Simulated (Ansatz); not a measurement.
AlHCl2: several calculations on one system

**1. Relaxation**

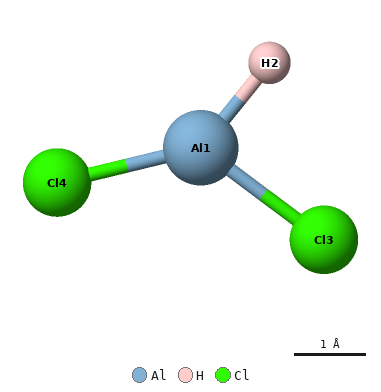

Starting structure of AlHCl2. The picture is a ball-and-stick view, seen face on.

The run prepares an end point of a later path (reaction) calculation, from a guessed geometry.

Theory: RKS PBE0-D4/cc-pVDZ in Ansatz 0.2.0.

Input file:
```yaml
crystal:
  periodic: [false, false, false]
  atoms:
    - { symbol: Al, position_ang: [0.122461, 0.0, 0.254556] }
    - { symbol: H, position_ang: [0.463175, 0.0, 1.764831] }
    - { symbol: Cl, position_ang: [2.267322, 0.0, -0.138644] }
    - { symbol: Cl, position_ang: [-1.486158, 0.0, -1.091543] }
basis:
  gaussian: { orbitals: cc-pVDZ }
hamiltonian:
  xc: pbe0
  dispersion: d4
relax:
  f_tol: 0.03
  max_steps: 50
```

Command:
```bash
ansatz run input.yaml --threads 1 --pin off --max-ram 2048MiB --backend cpu --events-out ev --progress --plain --runs-dir out
```

**Predict the outcome.**

The atom that moves furthest after the best rigid fit is H2 (0.40 Å). By element the largest moves are H 0.40 Å, Cl 0.33 Å, Al 0.22 Å. Among the contacts that change: Al1–Cl3 2.181 → 2.113 Å, Al1–H2 1.548 → 1.571 Å, Al1–Cl4 2.098 → 2.115 Å. Bond angles that change, for instance: H2–Al1–Cl3 87.7° → 121.0°, H2–Al1–Cl4 142.6° → 121.2°, Cl3–Al1–Cl4 129.7° → 117.8°. Over 4 geometry steps the energy falls by 12.6 kcal/mol. Largest force component: 1.6 eV/Å at the start, 0.023 eV/Å at the end. The run took 11 s on 1 thread of AMD EPYC 7R43 64-Core Processor (Zen 3), with other jobs on the host, peak memory 0.13 GiB.

Final geometry:

```xyz
4

Al    0.3189    0.0000    0.3489
H     0.0893    0.0000    1.9029
Cl    2.2696    0.0000   -0.4643
Cl   -1.3110    0.0000   -0.9983
```

The end point in the same view:

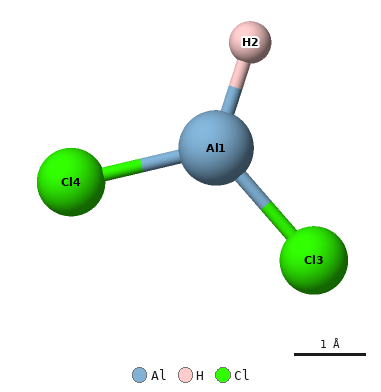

**2. Relaxation**

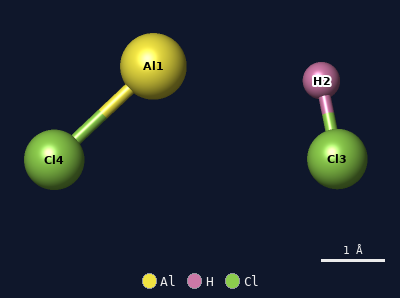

This is the input geometry for a relaxation of AlHCl$_{2}$. The picture is a ball-and-stick view, seen at a tilt.

The run prepares an end point of a later path (reaction) calculation, from a guessed geometry.

These are results of RKS PBE0-D4/cc-pVDZ (Ansatz 0.2.0), not measurements.

The input:
```yaml
crystal:
  periodic: [false, false, false]
  atoms:
    - { symbol: Al, position_ang: [-0.984038, 0.0, 0.46713] }
    - { symbol: H, position_ang: [1.58618, 0.0, 1.475884] }
    - { symbol: Cl, position_ang: [2.448496, 0.0, 0.453722] }
    - { symbol: Cl, position_ang: [-1.683838, 0.0, -1.607536] }
basis:
  gaussian: { orbitals: cc-pVDZ }
hamiltonian:
  xc: pbe0
  dispersion: d4
relax:
  f_tol: 0.03
  max_steps: 50
output:
  orbitals: {}
```

Run as
```bash
ansatz run input.yaml --threads 1 --pin off --max-ram 2048MiB --backend cpu --events-out ev --progress --plain --runs-dir out
```

Q: Predict the outcome.

A: Over 14 accepted moves (17 points after the start) the energy falls by 0.094 eV. The largest force component goes from 0.84 to 0.0015 eV/Å. The line search rejected the trial steps at points 2, 7, 14 of the run. The atom that moves furthest after the best rigid fit is H2 (0.62 Å). By element the largest moves are H 0.62 Å, Cl 0.61 Å, Al 0.40 Å. Near-neighbour distances that change, for instance: Al1–Cl3 3.433 → 3.237 Å, H2–Cl3 1.337 → 1.293 Å, Al1–Cl4 2.190 → 2.194 Å.

Step by step:

| step | E − E(0), eV | largest force component, eV/Å | note |
| --- | --- | --- | --- |
| 0 | 0.0000 | 0.8368 |  |
| 1 | -0.0342 | 0.4660 |  |
| 2 | -0.0196 | 1.2426 | rejected |
| 3 | -0.0413 | 0.2779 |  |
| 4 | -0.0504 | 0.0707 |  |
| 5 | -0.0535 | 0.0490 |  |
| 6 | -0.0543 | 0.1137 |  |
| 7 | -0.0386 | 1.2749 | rejected |
| 8 | -0.0601 | 0.1231 |  |
| 9 | -0.0654 | 0.3631 |  |
| 10 | -0.0729 | 0.0677 |  |
| 11 | -0.0822 | 0.4836 |  |
| 12 | -0.0834 | 0.6916 |  |
| 13 | -0.0908 | 0.0387 |  |
| 14 | -0.0829 | 0.2791 | rejected |
| 15 | -0.0937 | 0.0686 |  |
| 16 | -0.0944 | 0.0408 |  |
| 17 | -0.0945 | 0.0015 |  |

The structure at the end:

```xyz
4

Al   -1.3801    0.0000    0.5419
H     2.2017    0.0000    1.5714
Cl    1.8495    0.0000    0.3271
Cl   -1.3043    0.0000   -1.6512
```

After the run, drawn alike:

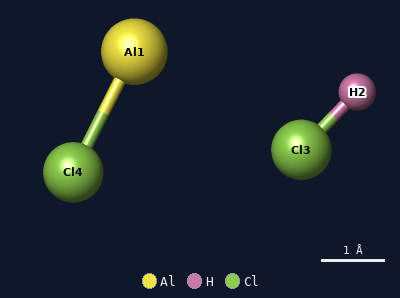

Limits of the set-up: the start holds two separate molecules, 2.8 Å apart at their closest, whose relative position is a soft coordinate.

**3. Path**

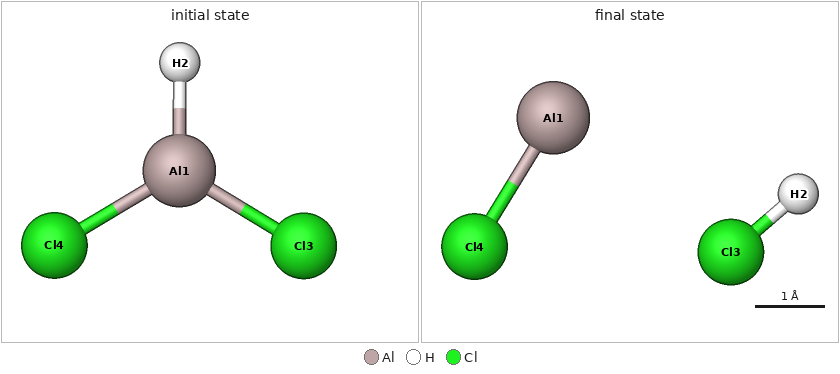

The two relaxed end points of a path for AlHCl2. A ball-and-stick model, seen face on.

Theory: RKS PBE0-D4/cc-pVDZ in Ansatz.

Run with 7 movable images; climbing image; force threshold 0.05 eV/Å; iteration limit 60.

Start:
```xyz
4

Al    0.3190    0.0000    0.3489
H     0.0902    0.0000    1.9031
Cl    2.2692    0.0000   -0.4653
Cl   -1.3117    0.0000   -0.9974
```

End:
```xyz
4

Al   -1.4050    0.0000    0.3770
H     2.0630    0.0000    1.7417
Cl    1.8304    0.0000    0.4696
Cl   -1.1215    0.0000   -1.7991
```

### What barrier does the band find between them, and by what path?

Forward barrier 63.4 kcal/mol, backward barrier 18.9 kcal/mol, with image 3 at the top; the reaction energy is +44.5 kcal/mol. Breaking: Al1–Cl3 (2.11 → 2.51 at the top → 3.24 Å), Al1–H2 (1.57 → 1.70 at the top → 3.73 Å). Forming: H2–Cl3 (3.22 → 1.67 at the top → 1.29 Å). The band converged in 11 iterations. The largest component of the band force went from 8 to 0.018 eV/Å. The climbing image converged on the top of the path. Its vibrational analysis gives one imaginary mode (1030i cm⁻¹), as a transition state must have.

Energies of the converged images:

| image | path (Å) | E (kcal/mol) |
| --- | --- | --- |
| 0 | 0.00 | 0.0 |
| 1 | 0.51 | 8.9 |
| 2 | 1.02 | 38.6 |
| 3 | 1.53 | 63.4 |
| 4 | 1.89 | 53.8 |
| 5 | 2.26 | 47.3 |
| 6 | 2.62 | 45.7 |
| 7 | 2.98 | 44.8 |
| 8 | 3.35 | 44.5 |

The geometry at the top of the path:

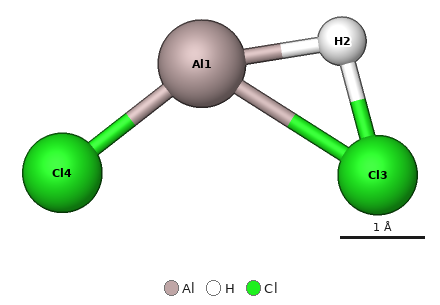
